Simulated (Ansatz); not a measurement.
# A hypothetical structure for NaCu

Starting from a made-up structure for NaCu, the aim is the relaxed cell, its shortest contacts and, where a second run follows, its electronic structure.

Program: Ansatz 0.2.0. Level of theory: DFT, PBEsol, plane-wave PAW, files of the set soft_1, scalar-relativistic, ferromagnetic start, cell and ions relaxed at zero pressure; PAW set soft_1, in the first sound run; inputs show where later runs differ. Results are calculated unless marked as measured.

**1. Set-up**

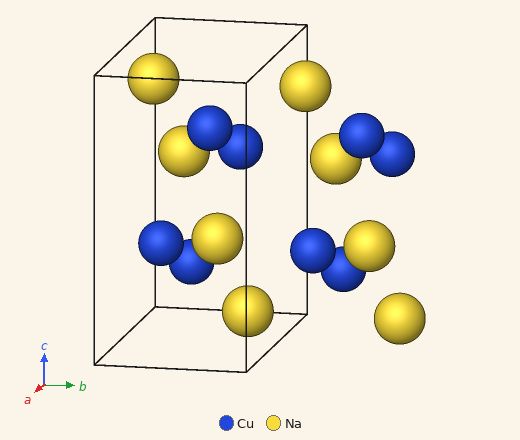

The cell as given, slightly off an axis (copper blue, sodium yellow). 1×2×1 cells are drawn.

**2. Relaxation of the guess**

The guessed cell has no reason to be at equilibrium. It is relaxed with the atoms, within the space group of the guess.

Contents of input.yaml:

```yaml
crystal:
  lattice:
    - [7.024, 0.0, 0.0]
    - [0.0, 3.97, 0.0]
    - [0.0, 0.0, 7.551]
  atoms:
    - { symbol: Cu, position: [0.4728, 0.75, 0.6676], spin: 0.6 }
    - { symbol: Cu, position: [0.9728, 0.75, 0.8324], spin: 0.6 }
    - { symbol: Cu, position: [0.5272, 0.25, 0.3324], spin: 0.6 }
    - { symbol: Cu, position: [0.0272, 0.25, 0.1676], spin: 0.6 }
    - { symbol: Na, position: [0.3492, 0.75, 0.0744] }
    - { symbol: Na, position: [0.8492, 0.75, 0.4256] }
    - { symbol: Na, position: [0.6508, 0.25, 0.9256] }
    - { symbol: Na, position: [0.1508, 0.25, 0.5744] }
magnetization:
  spin_polarized: true
kpoints:
  mp_grid: { grid: [4, 7, 4] }
scf:
  occupations: { method: fermi_dirac, width: 0.05 }
hamiltonian:
  xc: pbesol
  pseudopotentials: { kind: paw, azcp: { folder: soft_1 }, xc_functional: pbe }
relax:
  f_tol: 0.015
  max_steps: 70
  cell: {}
output:
  forces: true
  stress: true
```

On the command line:

```sh
$ ansatz run input.yaml --threads 4 --pin off --max-ram 10240MiB --backend cpu --events-out ev --progress --plain --runs-dir out
```

Numbers of over 12 decimals in the logs are rounded to 6 here.

Output:

```text
Engine: ansatz 0.2.0, x86_64-unknown-linux-gnu
Pseudopotentials: kind: paw
Pseudopotential: Cu, paw, valence charge 19, recommended cutoff 420 eV (normal), soft_1/Cu.paw.azcp
Pseudopotential: Na, paw, valence charge 9, recommended cutoff 420 eV (normal), soft_1/Na.paw.azcp
Functional definition: PBEsol
  exchange = pbesol_x
  correlation = pbesol_c
Crystal: 8 atoms, lattice volume = 210.562 Å³
Basis set: ecut = 420 eV, 4163 PW (Γ), exchange–correlation on 96×54×108 points (8 copies of the dense FFT grid, shifted against one another)
Bands: 69, of which v1, the nominal top of the filled ones, is band 56 counted from 1 (55 counted from 0)
Symmetry: 8 space group operations
Space group: Pnma (ITA 62), of the structure as read, at distance tolerance 5.9e-5 Å
Magnetic group: BNS 62.441 (UNI 539), of the structure as read, at distance tolerance 5.9e-5 Å
k-points: 36 of 112
Non-local potential: Cu, projectors of the file, l = 0: 3, l = 1: 2, l = 2: 3, l = 3: 1
Non-local potential: Na, projectors of the file, l = 0: 3, l = 1: 2, l = 2: 1
PAW form: soft (Blöchl's): semilocal exchange-correlation on the pseudo side does not see the compensation charge
PAW frozen core: Cu, regenerated for the run's functional, and the local potential with it (the file was generated under x = pbe(κ = 0.804, μ = 0.219515), c = pbe(β = 0.066725))
PAW frozen core: Na, regenerated for the run's functional, and the local potential with it (the file was generated under x = pbe(κ = 0.804, μ = 0.219515), c = pbe(β = 0.066725))
PAW one-centre angular grid: Cu, 590 points (default); XC on 64 Gauss nodes
PAW one-centre angular grid: Na, 110 points (default); XC on 64 Gauss nodes
Initial density: superposition of atomic densities (chi_scale 0.1, normalization cell, long waves kept (reshape's long-wave potential 0.01 eV rms))
Starting moments: Σ|m| = 2.4 μB on 4 of 8 sites
Initial wavefunctions: pseudopotential atomic-orbital guess
Functional: x = pbesol(κ = 0.804, μ = 0.123457), c = pbesol(β = 0.046)
SCF iter   1: F=—  HF=-32268.479608 eV  |F-HF|=—  |Δ(HF+E_count)|=         —  Δρ=2.24e-1 (↑1.56e-1 ↓2.24e-1)  dr2=2.47e2  dr2_m=2.37e0  M=4.146 μB ∫|m|=4.566 μB  β_m=1.00  ethr=3.10e-3  ⟨swp⟩=6.6  Hψ=17847  notcnv=0  defer=13
preconditioner: auto → Kerker (q_TF=auto, 2.456 Å⁻¹)  [metal: Δε(μ)=0.002 eV  Ē_g=3.549 eV  σ=0.050 eV  W_gap=0.01  n_scr=50 (ndim 8)  ℏωp=17.7 eV  f_vac=0.038  D(μ)=22.28/eV (n_scr^D=294)]
spin=Collinear: Kerker preconditioning applied to the charge; magnetization (m = ρ↑ − ρ↓) channel mixes plain (no charge-response kernel on spin).
SCF iter   2: F=—  HF=-32264.371830 eV  |F-HF|=—  |Δ(HF+E_count)|=    4.11e0  Δρ=1.63e-1 (↑3.22e-2 ↓1.63e-1)  dr2=3.22e1  dr2_m=1.06e1  M=0.105 μB ∫|m|=0.275 μB  β_m=0.30  ethr=3.10e-3  ⟨swp⟩=4.0  Hψ=15384  notcnv=0  defer=192
SCF iter   3: F=—  HF=-32252.753711 eV  |F-HF|=—  |Δ(HF+E_count)|=    1.16e1  Δρ=7.58e-2 (↑2.86e-2 ↓7.58e-2)  dr2=2.83e0  dr2_m=4.81e0  M=0.110 μB ∫|m|=0.381 μB  β_m=0.30  ethr=3.10e-3  ⟨swp⟩=3.0  Hψ=11680  notcnv=0  defer=339
SCF iter   4: F=—  HF=-32253.079427 eV  |F-HF|=—  |Δ(HF+E_count)|=   3.26e-1  Δρ=5.48e-2 (↑5.48e-2 ↓1.21e-2)  dr2=4.05e0  dr2_m=2.04e0  M=0.207 μB ∫|m|=0.547 μB  β_m=0.30  ethr=2.53e-3  ⟨swp⟩=2.0  Hψ=10393  notcnv=0  defer=343
SCF iter   5: F=—  HF=-32252.706552 eV  |F-HF|=—  |Δ(HF+E_count)|=   3.73e-1  Δρ=3.91e-2 (↑1.60e-2 ↓3.91e-2)  dr2=7.54e-1  dr2_m=1.44e0  M=0.048 μB ∫|m|=0.246 μB  β_m=0.30  ethr=2.53e-3  ⟨swp⟩=2.3  Hψ=8030  notcnv=0  defer=317
SCF iter   6: F=—  HF=-32252.750928 eV  |F-HF|=—  |Δ(HF+E_count)|=   4.44e-2  Δρ=2.81e-2 (↑1.20e-2 ↓2.81e-2)  dr2=4.55e-1  dr2_m=7.62e-1  M=0.029 μB ∫|m|=0.192 μB  β_m=0.30  ethr=6.73e-4  ⟨swp⟩=1.3  Hψ=5750  notcnv=0  defer=318
SCF iter   7: F=—  HF=-32252.673657 eV  |F-HF|=—  |Δ(HF+E_count)|=   7.73e-2  Δρ=1.68e-2 (↑1.22e-2 ↓1.68e-2)  dr2=7.57e-2  dr2_m=4.01e-1  M=0.018 μB ∫|m|=0.156 μB  β_m=0.30  ethr=4.06e-4  ⟨swp⟩=2.0  Hψ=5080  notcnv=0  defer=330
Mixer restart at iter 7: flushing history
spin-set hold released at iteration 7 (site moments contracting): the magnetisation degrees of freedom join the quasi-Newton model from the next iteration; the mixer history was flushed
SCF iter   8: F=—  HF=-32252.689871 eV  |F-HF|=—  |Δ(HF+E_count)|=   1.62e-2  Δρ=1.33e-2 (↑1.33e-2 ↓7.82e-3)  dr2=2.64e-2  dr2_m=2.10e-1  M=0.011 μB ∫|m|=0.130 μB  β_m=0.54  ethr=6.76e-5  ⟨swp⟩=2.0  Hψ=6921  notcnv=0  defer=333
SCF iter   9: F=—  HF=-32252.746016 eV  |F-HF|=—  |Δ(HF+E_count)|=   5.61e-2  Δρ=6.78e-3 (↑2.87e-3 ↓6.78e-3)  dr2=2.86e-2  dr2_m=4.42e-2  M=-0.003 μB ∫|m|=0.072 μB  β_m=0.65  ethr=2.36e-5  ⟨swp⟩=2.0  Hψ=10375  notcnv=0  defer=325
SCF iter  10: F=—  HF=-32252.742781 eV  |F-HF|=—  |Δ(HF+E_count)|=   3.24e-3  Δρ=1.56e-3 (↑1.33e-3 ↓1.56e-3)  dr2=1.28e-2  dr2_m=4.25e-5  M=-0.009 μB ∫|m|=0.016 μB  β_m=0.70  ethr=2.36e-5  ⟨swp⟩=2.0  Hψ=8976  notcnv=0  defer=325
SCF iter  11: F=—  HF=-32252.740865 eV  |F-HF|=—  |Δ(HF+E_count)|=   1.92e-3  Δρ=1.48e-4 (↑1.48e-4 ↓1.33e-4)  dr2=1.27e-4  dr2_m=2.70e-6  M=-0.004 μB ∫|m|=0.007 μB  β_m=0.85  ethr=1.14e-5  ⟨swp⟩=2.0  Hψ=6353  notcnv=0  defer=325
SCF iter  12: F=—  HF=-32252.741112 eV  |F-HF|=—  |Δ(HF+E_count)|=   2.47e-4  Δρ=1.19e-4 (↑6.01e-5 ↓1.19e-4)  dr2=6.64e-5  dr2_m=4.86e-6  M=-0.002 μB ∫|m|=0.004 μB  β_m=0.93  ethr=1.13e-7  ⟨swp⟩=2.0  Hψ=6397  notcnv=0  defer=325
SCF iter  13: F=—  HF=-32252.741281 eV  |F-HF|=—  |Δ(HF+E_count)|=   1.69e-4  Δρ=4.24e-5 (↑4.24e-5 ↓3.20e-5)  dr2=1.45e-5  dr2_m=2.96e-7  M=-0.001 μB ∫|m|=0.001 μB  β_m=0.96  ethr=5.92e-8  ⟨swp⟩=2.2  Hψ=6057  notcnv=0  defer=325
SCF iter  14: F=—  HF=-32252.741282 eV  |F-HF|=—  |Δ(HF+E_count)|=   8.81e-7  Δρ=1.92e-5 (↑1.41e-5 ↓1.92e-5)  dr2=3.01e-6  dr2_m=3.23e-8  M=0.000 μB ∫|m|=0.000 μB  β_m=0.98  ethr=1.30e-8  ⟨swp⟩=2.0  Hψ=6189  notcnv=0  defer=325
SCF iter  15: F=—  HF=-32252.741282 eV  |F-HF|=—  |Δ(HF+E_count)|=   2.79e-7  Δρ=4.22e-6 (↑3.07e-6 ↓4.22e-6)  dr2=6.67e-8  dr2_m=1.87e-8  M=0.000 μB ∫|m|=0.000 μB  β_m=0.99  ethr=8.93e-11  ⟨swp⟩=2.9  Hψ=19245  notcnv=0
SCF iter  16: F=—  HF=-32252.741282 eV  |F-HF|=—  |Δ(HF+E_count)|=   2.88e-8  Δρ=1.36e-6 (↑1.36e-6 ↓7.03e-7)  dr2=9.20e-9  dr2_m=8.50e-10  M=0.000 μB ∫|m|=0.000 μB  β_m=1.00  ethr=5.95e-11  ⟨swp⟩=3.0  Hψ=11690  notcnv=0
SCF iter  17: F=-32252.741282 eV  HF=-32252.741282 eV  |F-HF|=2.76e-10  |Δ(HF+E_count)|=   2.01e-9  Δρ=3.62e-7 (↑1.92e-7 ↓3.62e-7)  dr2=8.23e-10  dr2_m=4.94e-11  M=-0.000 μB ∫|m|=0.000 μB  ethr=8.22e-12  ⟨swp⟩=3.0  Hψ=10399  notcnv=0
[...]
relax step  10: F+E_penalty+E_count = -32255.51891327 eV  Δ(F+E_penalty+E_count) = -1.436e-3 eV  max|allowed force component| = 2.268e-3 eV/Å  Δτ_max = 0.0119 Å  P = +0.022 GPa  Ω = 173.136 Å³  energy of the carried Pulay correction = +1.031e-2 eV  (13 SCF iters, accepted)
relax step  11: F+E_penalty+E_count = -32255.51577883 eV  Δ(F+E_penalty+E_count) = +3.134e-3 eV  max|allowed force component| = 1.580e-3 eV/Å  Δτ_max = 0.0000 Å  P = +0.006 GPa  Ω = 173.136 Å³  stress off target by 5.27e-2 GPa  SCF on the basis re-selected at this cell (its energy is not comparable with the rows above)  (10 SCF iters)
relax step  12: F+E_penalty+E_count = -32255.51601556 eV  Δ(F+E_penalty+E_count) = -2.367e-4 eV  max|allowed force component| = 1.111e-3 eV/Å  Δτ_max = 0.0044 Å  P = +0.009 GPa  Ω = 173.192 Å³  energy of the carried Pulay correction = -7.822e-6 eV  (8 SCF iters, dr2 threshold 6.94e-9 eV, accepted)
relax step  13: F+E_penalty+E_count = -32255.51596653 eV  Δ(F+E_penalty+E_count) = +4.903e-5 eV  max|allowed force component| = 6.896e-3 eV/Å  Δτ_max = 0.0068 Å  P = -0.018 GPa  Ω = 173.397 Å³  energy of the carried Pulay correction = -4.696e-5 eV  (10 SCF iters, accepted)
iter 1 solved again at ethr=1.31e-7 eV; its pass at ethr=3.10e-3 eV (dr2=1.46e-4 eV) is discarded
SCF iter   1: F=—  HF=-32255.515978 eV  |F-HF|=—  |Δ(HF+E_count)|=         —  Δρ=1.50e-4 (↑1.50e-4 ↓1.50e-4)  dr2=3.29e-6  dr2_m=8.42e-15  M=0.000 μB ∫|m|=0.000 μB  β_m=0.30  ethr=1.31e-7  ⟨swp⟩=3.1  Hψ=30295  notcnv=0
preconditioner: auto → Kerker (q_TF=auto, 2.537 Å⁻¹)  [metal: Δε(μ)=0.005 eV  Ē_g=13.844 eV  σ=0.050 eV  W_gap=0.02  n_scr=52 (ndim 8)  ℏωp=23.9 eV  f_vac=0.082  D(μ)=3.36/eV (n_scr^D=16)]
spin=Collinear: Kerker preconditioning applied to the charge; magnetization (m = ρ↑ − ρ↓) channel mixes plain (no charge-response kernel on spin).
SCF iter   2: F=—  HF=-32255.516020 eV  |F-HF|=—  |Δ(HF+E_count)|=   4.20e-5  Δρ=1.05e-4 (↑1.05e-4 ↓1.05e-4)  dr2=1.62e-6  dr2_m=5.53e-15  M=0.000 μB ∫|m|=0.000 μB  β_m=0.65  ethr=2.94e-9  ⟨swp⟩=2.0  Hψ=6672  notcnv=0
SCF iter   3: F=—  HF=-32255.516030 eV  |F-HF|=—  |Δ(HF+E_count)|=   1.02e-5  Δρ=4.60e-6 (↑4.60e-6 ↓4.60e-6)  dr2=6.77e-8  dr2_m=4.48e-15  M=0.000 μB ∫|m|=0.000 μB  β_m=0.55  ethr=1.44e-9  ⟨swp⟩=2.0  Hψ=7223  notcnv=0
SCF iter   4: F=—  HF=-32255.516030 eV  |F-HF|=—  |Δ(HF+E_count)|=   1.33e-8  Δρ=2.23e-6 (↑2.23e-6 ↓2.23e-6)  dr2=1.37e-8  dr2_m=6.74e-16  M=0.000 μB ∫|m|=0.000 μB  β_m=0.46  ethr=6.05e-11  ⟨swp⟩=2.0  Hψ=7217  notcnv=0
SCF iter   5: F=—  HF=-32255.516030 eV  |F-HF|=—  |Δ(HF+E_count)|=   2.17e-9  Δρ=6.63e-7 (↑6.63e-7 ↓6.63e-7)  dr2=1.62e-9  dr2_m=2.29e-16  M=0.000 μB ∫|m|=0.000 μB  β_m=0.73  ethr=1.22e-11  ⟨swp⟩=2.0  Hψ=6410  notcnv=0
SCF iter   6: F=—  HF=-32255.516008 eV  |F-HF|=—  |Δ(HF+E_count)|=   2.26e-5  Δρ=4.23e-7 (↑4.23e-7 ↓4.23e-7)  dr2=1.29e-9  dr2_m=1.49e-17  M=0.000 μB ∫|m|=0.000 μB  β_m=0.57  ethr=1.44e-12  ⟨swp⟩=3.0  Hψ=8257  notcnv=0
SCF iter   7: F=—  HF=-32255.516008 eV  |F-HF|=—  |Δ(HF+E_count)|=  6.91e-11  Δρ=3.18e-7 (↑3.18e-7 ↓3.18e-7)  dr2=8.65e-10  dr2_m=7.94e-18  M=0.000 μB ∫|m|=0.000 μB  β_m=0.78  ethr=1.15e-12  ⟨swp⟩=1.0  Hψ=4968  notcnv=0
SCF iter   8: F=—  HF=-32255.516008 eV  |F-HF|=—  |Δ(HF+E_count)|=  2.76e-10  Δρ=1.38e-7 (↑1.38e-7 ↓1.38e-7)  dr2=1.75e-10  dr2_m=2.13e-17  M=0.000 μB ∫|m|=0.000 μB  β_m=0.89  ethr=1.00e-12  ⟨swp⟩=1.2  Hψ=4986  notcnv=0
SCF iter   9: F=-32255.516008 eV  HF=-32255.516008 eV  |F-HF|=3.64e-12  |Δ(HF+E_count)|=  4.73e-11  Δρ=3.66e-8 (↑3.66e-8 ↓3.66e-8)  dr2=1.72e-11  dr2_m=1.44e-18  M=0.000 μB ∫|m|=0.000 μB  ethr=1.00e-12  ⟨swp⟩=3.7  Hψ=12720  notcnv=0
the starting moments were not kept: the SCF closed with an absolute magnetisation of 2.9e-9 μB, where they sum to 2.4 μB in size (4 sites). That is at most 0.1 of that sum. Measured as dr2_m measures the in/out step, that magnetisation stands 2.8e-19 eV from none, at or under the dr2_threshold of 8.0e-11 eV: it is no larger than a step whose dr2_m would equal this threshold.
SCF 14 converged in 9 iterations: F = -32255.516008 eV  dr2 = 1.72e-11
relax step  14: F+E_penalty+E_count = -32255.51600769 eV  Δ(F+E_penalty+E_count) = -4.116e-5 eV  max|allowed force component| = 6.901e-3 eV/Å  Δτ_max = 0.0000 Å  P = -0.018 GPa  Ω = 173.397 Å³  stress off target by 3.60e-2 GPa  SCF on the basis re-selected at this cell (its energy is not comparable with the rows above)  (9 SCF iters)
basis re-selected at this cell: Δ(F+E_penalty+E_count) = -4.116e-5 eV, ΔP = -0.001 GPa vs the last step (what re-selecting the basis moved, of the pressure what is left beyond the Pulay correction that the steps carried, after the strain that the cell walked since its last selection, with what the two solves' SCF thresholds leave and, on support functions, any second-order correction that the steps lacked; it is no m [...]
SCF converged after 9 iterations
Magnetization: 0.0000 μB (56.0000 up, 56.0000 down)
Absolute magnetization: 0.0000 μB (∫|ρ↑−ρ↓|, with the PAW one-centre terms)
Spin contamination: 0.0000 ħ² per cell (⟨S²⟩ above its minimum at these occupations)
Per-site moments (μB) at R_I (Å): [(-5.292675587363756e-12, 0.952820), (-5.29262320135478e-12, 0.952820), (-5.292479290687075e-12, 0.952820), (-5.292318634683827e-12, 0.952820), (8.252098971939113e-11, 1.216755), (8.252055470988317e-11, 1.216755), (8.25213361234468e-11, 1.216755), (8.252059354099069e-11, 1.216755)]
Free energy (F): -32255.516008 eV
Harris-Foulkes:  -32255.516008 eV  (|F-HF|=3.64e-12)
Internal energy: -32255.489336 eV  (E = F + TS)
E sigma→0 (E₀):  -32255.502672 eV
Entropy (-TS):   -0.026672 eV (-3.334 meV/atom)
Fermi energy:    5.560329 eV
--- Per-component energies (eV) ---
  E_band       = -3041.638447
  E_kinetic    = 1507.684540
  E_local      = -31301.048383  (includes V_loc(G=0)·N_el)
  E_nonlocal   = 4711.814264
  E_hartree    = 12991.705230
  E_xc         = -412.442052
  E_vxc        = -533.941735  (∫ρ·V_xc dr)
  E_paw        = -8279.699433  (= ΣΔE_a)
  E_vpaw       = -3409.561095  (= ΣTr[D̂ρ^β])
  E_aug_tail   = 0.003749  (compensation charges beyond the density's cutoff)
  E_ewald      = -11474.550838
  E_core_change = 1.043586  (= ΣΔE_core)
  E_smearing   = -0.026672  (= −TS)
  E_closure    = -0.000000  (closes the sum)
  Σ components = -32255.516008   (vs F -32255.516008, Δ=0.00e0)
--- Forces (eV/Å), atoms counted from 1 ---
  atom   1  Cu     0.00275928     0.00000000    -0.00272517
  atom   2  Cu     0.00275928     0.00000000     0.00272517
  atom   3  Cu    -0.00275928     0.00000000     0.00272517
  atom   4  Cu    -0.00275928     0.00000000    -0.00272517
  atom   5  Na    -0.00690061     0.00000000     0.00154038
  atom   6  Na    -0.00690061     0.00000000    -0.00154038
  atom   7  Na     0.00690061     0.00000000    -0.00154038
  atom   8  Na     0.00690061     0.00000000     0.00154038
  max |Σ_I F_I| component: 4.34e-19 eV/Å
--- Stress (GPa, compression-positive) ---
       -0.035998       0.000000       0.000000
        0.000000      -0.026712       0.000000
        0.000000       0.000000       0.007889
  P = ⅓ Tr σ = -0.0183 GPa (-0.183 kbar)
--- Relaxed structure (12 steps of the walk, 11 accepted, 2 SCFs on fresh bases) ---
  F+E_penalty+E_count = -32255.51600769 eV   max|allowed force component| = 6.901e-3 eV/Å   (the final SCF, on the basis selected at the relaxed cell)
  cell:  # Å, volume = 173.3974 Å³
    - [7.705829, 0.0, 0.0]
    - [0.0, 3.997628, 0.0]
    - [0.0, 0.0, 5.628864]
  atoms:
    - { symbol: Cu, position: [0.472544, 0.750000, 0.595719] }
    - { symbol: Cu, position: [0.972544, 0.750000, 0.904281] }
    - { symbol: Cu, position: [0.527456, 0.25, 0.404281] }
    - { symbol: Cu, position: [0.027456, 0.25, 0.095719] }
    - { symbol: Na, position: [0.325448, 0.750000, 0.107273] }
    - { symbol: Na, position: [0.825448, 0.750000, 0.392727] }
    - { symbol: Na, position: [0.674552, 0.25, 0.892727] }
    - { symbol: Na, position: [0.174552, 0.25, 0.607273] }
```

Elapsed: 2.5 min, on 4 threads of AMD EPYC 7B13 (Zen 3), shared host; peak memory 1.1 GiB.

The steps of the relaxation:

```
step  energy less that of the first step (eV)  largest force component (eV/Å)  pressure (GPa)  volume (Å³)
   1                                   0.0000                          0.4784           -3.70       210.56
   2                                  -0.7507                          0.6215           -3.32       194.96
   3                                  -1.5481                          0.7415           -2.42       180.17
   4                                  -2.2552                          0.3904           -0.08       167.44
   5                                  -2.6284                          0.1854            0.44       166.40
   6                                  -2.7654                          0.0455            0.25       170.27
   7                                  -2.7718                          0.0050            0.12       171.60
   8                                  -2.7762                          0.0063            0.02       172.72
   9                                  -2.7618                          0.0294           -0.03       174.64
  10                                  -2.7776                          0.0023            0.02       173.14
 11*                                  -2.7745                          0.0016            0.01       173.14
  12                                  -2.7747                          0.0011            0.01       173.19
  13                                  -2.7747                          0.0069           -0.02       173.40
 14*                                  -2.7747                          0.0069           -0.02       173.40
```

Relaxation steps marked * repeat the geometry before them on a plane-wave basis chosen anew for their cell, so energy and pressure can jump there. Relaxation step 9 was tried and not accepted.

The run keeps the 8 symmetry operations that it works with, so distortions that break them were not tested.

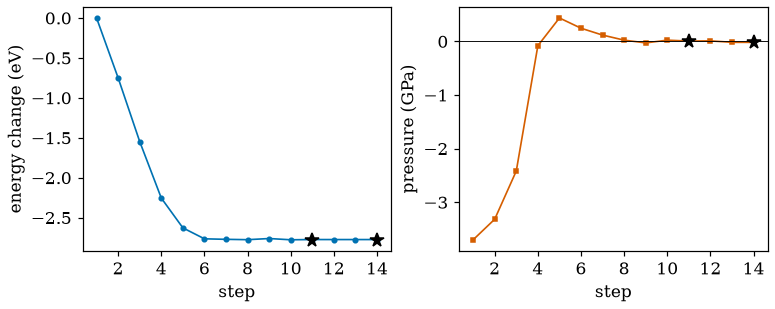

Energy and pressure along the relaxation. Stars mark steps on a basis chosen anew.

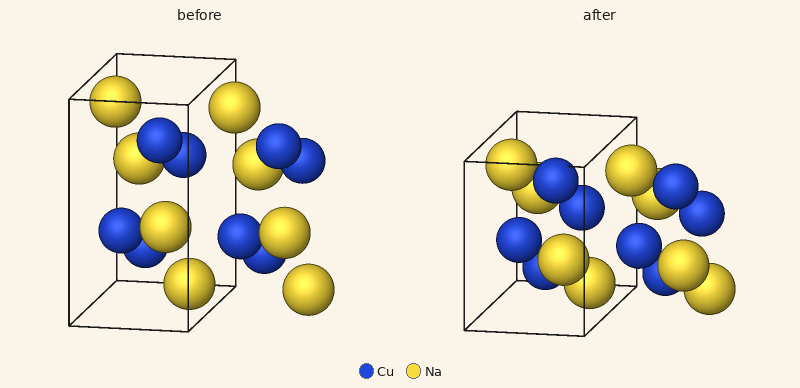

Before and after, at one scale.

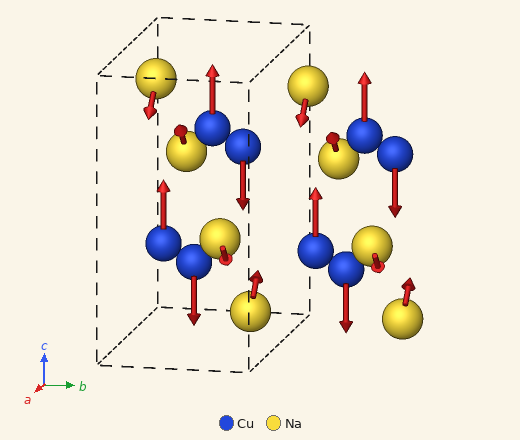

Displacements in the relaxation, exaggerated, measured against the changing cell; the longest in the cell stands for 0.40 Å. 1×2×1 cells are drawn.

```csv
cell as run,before,after,change
a (Å),7.024,7.706,+9.7 %
b (Å),3.970,3.998,+0.7 %
c (Å),7.551,5.629,-25.5 %
volume (Å³/atom),26.32,21.67,-17.7 %
```

The atoms that moved most (Å, as changes of fractional coordinates times the final cell):

```
atom      dx     dy      dz  length
 Cu1  -0.002  0.000  -0.405   0.405
 Cu2  -0.002  0.000   0.405   0.405
 Cu4   0.002  0.000  -0.405   0.405
 Cu3   0.002  0.000   0.405   0.405
 Na6  -0.183  0.000  -0.185   0.260
 Na7   0.183  0.000  -0.185   0.260
 Na8   0.183  0.000   0.185   0.260
 Na5  -0.183  0.000   0.185   0.260
```

This step gave:

```
free energy             : -32255.5160 eV
energy at zero smearing : -32255.5027 eV
smearing term TS        : 0.02667 eV
Fermi energy            : 5.560 eV
electrons               : 112
symmetry operations     : 8
pressure                : -0.01827 GPa
```

The shortest distance of each pair, which need not be the same contact before and after:

```
 pair  guess (Å)  relaxed (Å)
Cu–Cu      3.239        2.310
Cu–Na      3.049        2.950
Na–Na      3.113        3.562
```

The relaxation ends with a largest force component of 0.0069 eV/Å and a pressure of -0.02 GPa. The starting moments have collapsed: the run ends non-magnetic.

(Continued in part 2 of 2.)

[Logs are printed without paths, hosts, clocks, repeated set-up lines and the standing remarks that a program may print on its own settings, such as how far it seeks lower states.]

[Hosts, paths, dates, database ids (printed as entryN), source tags and the programs' standing remarks are cut or masked in the printed files.]
